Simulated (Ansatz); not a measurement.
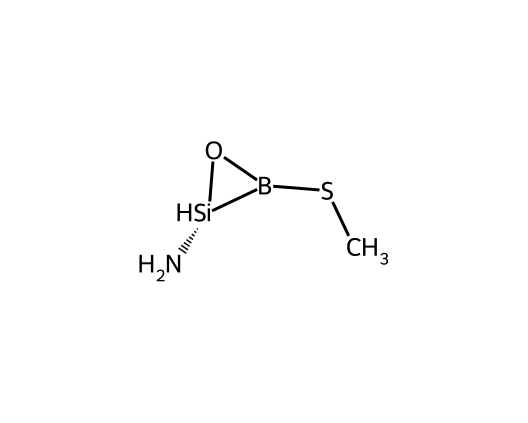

Figure made from data computed with Ansatz.

Skeletal drawing of a molecule.

Transcribe the drawing into SMILES.

CSB1O[Si@H]1N

What is the molecular formula?

CH6BNOSSi.

An optimisation with PBE0-D4/def2-TZVP gave a structure of which point group?

C1.
